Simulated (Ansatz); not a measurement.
# singlet AlNH2F+ at 6 levels

Aim: a comparison of 6 runs (CAM-B3LYP/STO-3G, PBE/STO-3G, PBE0/STO-3G, wB97M-V/STO-3G, RPA@PBE/STO-3G, CCSDT/STO-3G) of singlet AlNH2F+. 

The calculation is run with Ansatz 0.2.0.

62 further runs of the same task are left out: 3 that didn't finish, 59 set aside as unsound or not needed.

## (1) Starting point

AlNH2F+ has 5 atoms, charge +1, and is taken as a singlet. As SMILES of the parent species, `[NH2][Al][F]`. The shape is that of a PBE0-D4/def2-TZVP optimisation. This is one conformer, not always the lowest. That shape belongs to the parent species and isn't relaxed for this state.

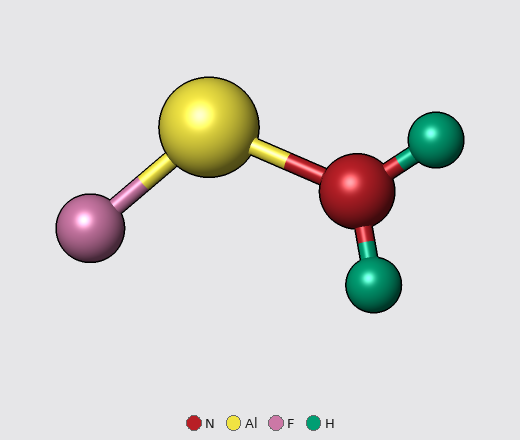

The structure, seen from a chosen angle (nitrogen red, aluminium yellow, fluorine pink, hydrogen teal).

## (2) A single-point energy at CAM-B3LYP/STO-3G (run 1)

File run.yaml:

```yaml
crystal:
  periodic: [false, false, false]
  atoms:
    - {symbol: N, position_ang: [-0.384700, 0.499000, -0.263800]}
    - {symbol: Al, position_ang: [0.632000, -0.282800, 0.949500]}
    - {symbol: F, position_ang: [1.228700, -1.786800, 0.590000]}
    - {symbol: H, position_ang: [-0.804300, 1.408300, -0.162700]}
    - {symbol: H, position_ang: [-0.621700, 0.088600, -1.154400]}
basis:
  gaussian: {orbitals: STO-3G}
total_charge: 1
hamiltonian: {xc: {name: CAM-B3LYP}}
accuracy: high
```

On the command line:

```bash
ansatz run run.yaml --threads 1 --pin off --max-ram 2610MiB --events-out events.jsonl --progress --plain --runs-dir runs
```

Standard output:

```text
Warning: RAYON_NUM_THREADS=1 ignored (pool sized by the plan → 1); use --threads N
Functional definition: CAM-B3LYP
  name "CAM-B3LYP"
  parameter alpha = 0.19
  parameter beta = 0.46
  parameter omega = 0.33/bohr
  parameter ac = 0.81
  exchange = (1 - alpha - beta)*b88_x + beta*b88_x_sr(omega) + alpha*exact_x + beta*exact_x_lr(omega)
  correlation = (1 - ac)*vwn5_c + ac*lyp_c
378 factors; integrals over basis functions are off by at most 3.4e-8 eV
161 factors; integrals over basis functions are off by at most 1.1e-9 eV
mean field evaluation 1: about -10681.6846 eV, gradient 4.4e1 eV
mean field evaluation 2: about -10651.2663 eV, gradient 1.2e2 eV
mean field evaluation 4: about -10689.9729 eV, gradient 5.5e0 eV
mean field evaluation 8: about -10690.0481 eV, gradient 4.0e-2 eV
mean field evaluation 16: about -10690.0481 eV, gradient 4.1e-6 eV
mean field -10690.04813511 eV, -392.8520229902 hartree, gradient 8.7e-8 eV, S^2 0.000000; 0 other end points of the search recorded, 0 dependent functions left out
reference -10690.04814821 eV, -392.8520234717 hartree; 15, 15 occupied and 6, 6 virtual orbitals, 378 factors
Total energy: -10690.04814821 eV, -392.8520234717 hartree
```

It took 1.5 s on 1 thread of Arm Neoverse V1, shared host; peak memory 0.099 GiB.

## (3) The energy at PBE/STO-3G (run 2)

File run.yaml:

```yaml
basis:
  gaussian:
    orbitals: STO-3G
crystal:
  periodic: [false, false, false]
  atoms:
    - symbol: N
      position_ang: [-0.384700, 0.499000, -0.263800]
    - symbol: Al
      position_ang: [0.632000, -0.282800, 0.949500]
    - symbol: F
      position_ang: [1.228700, -1.786800, 0.590000]
    - symbol: H
      position_ang: [-0.804300, 1.408300, -0.162700]
    - symbol: H
      position_ang: [-0.621700, 0.088600, -1.154400]
total_charge: 1
hamiltonian:
  xc: {name: PBE}
accuracy: high
```

On the command line:

```bash
ansatz run run.yaml --threads 1 --pin off --max-ram 2610MiB --events-out events.jsonl --progress --plain --runs-dir runs
```

Standard output:

```text
Warning: RAYON_NUM_THREADS=1 ignored (pool sized by the plan → 1); use --threads N
Functional definition: PBE
  name "PBE"
  parameter kappa = 0.804
  parameter beta = 0.06672455060314922
  exchange = pbe_x(kappa = kappa, mu = beta*pi^2/3)
  correlation = pbe_c(beta = beta)
378 factors; integrals over basis functions are off by at most 3.4e-8 eV
mean field evaluation 1: about -10672.8764 eV, gradient 5.1e1 eV
mean field evaluation 2: about -10587.9658 eV, gradient 1.5e2 eV
mean field evaluation 4: about -10679.5131 eV, gradient 4.0e1 eV
mean field evaluation 8: about -10684.2284 eV, gradient 2.7e-1 eV
mean field evaluation 16: about -10684.1826 eV, gradient 9.6e-6 eV
mean field -10684.18258209 eV, -392.6364678928 hartree, gradient 2.0e-8 eV, S^2 0.000000; 1 other end points of the search recorded, 0 dependent functions left out
reference -10684.18258400 eV, -392.6364679629 hartree; 15, 15 occupied and 6, 6 virtual orbitals, 378 factors
Total energy: -10684.18258400 eV, -392.6364679629 hartree
```

It took 1.3 s on 1 thread of Arm Neoverse V1, shared host; peak memory 0.097 GiB.

Runs 3 to 5 aren't shown in full; the table further down has their settings and results.

## (4) The energy at CCSDT/STO-3G (run 6)

File run.yaml:

```yaml
crystal:
  periodic: [false, false, false]
  atoms:
    - {symbol: "N", position_ang: [-0.384700, 0.499000, -0.263800]}
    - {symbol: Al, position_ang: [0.632000, -0.282800, 0.949500]}
    - {symbol: F, position_ang: [1.228700, -1.786800, 0.590000]}
    - {symbol: H, position_ang: [-0.804300, 1.408300, -0.162700]}
    - {symbol: H, position_ang: [-0.621700, 0.088600, -1.154400]}
basis:
  gaussian:
    orbitals: STO-3G
total_charge: 1
correlation:
  method: ccsdt
  frozen_orbitals: {Al: 5, F: 1, H: 0, "N": 1}
accuracy: high
scf:
  omitted_lower_state_checks: [cluster_reference, increment]
```

On the command line:

```bash
ansatz run run.yaml --threads 1 --pin off --max-ram 2610MiB --events-out events.jsonl --progress --plain --runs-dir runs
```

Standard output:

```text
Warning: RAYON_NUM_THREADS=1 ignored (pool sized by the plan → 1); use --threads N
[... 11 lines left out ...]
7 core orbitals not correlated: weight in the atoms' cores, before any rotation towards them, 1.000 or more for the frozen orbitals, at most 0.000 for the correlated occupied ones
[... 39 lines left out ...]
Total energy: -10665.03435069 eV, -391.9327833679 hartree
Checks for a lower state left out: cluster_reference, increment
```

Run time: 0.58 s. Hardware: 1 thread of Arm Neoverse V1, shared host.

## (5) Overview of the runs

```tsv
run	level	frozen core orbitals	energy (Eh)	wall time
1	CAM-B3LYP/STO-3G	–	-392.852023	1.5 s
2	PBE/STO-3G	–	-392.636468	1.3 s
3	PBE0/STO-3G	–	-392.691703	1.2 s
4	wB97M-V/STO-3G	–	-392.968214	23 s
5	RPA@PBE/STO-3G	7	-392.004065	2.1 s
6	CCSDT/STO-3G	7	-391.932783	0.58 s
```

## (6) Results

```
                                          quantity          value
                               run 6: total energy  -391.93278 Eh
run 6: correlation energy (7 core orbitals frozen)     -136.8 mEh
                              run 6: T1 diagnostic          0.034
```

**Reading.** Totals of different functionals can't be ranked against each other. In runs 1, 2, 3, 4, 5, 6 the basis is minimal, so the values are rough. All runs together took 29 s, the longest 23 s.
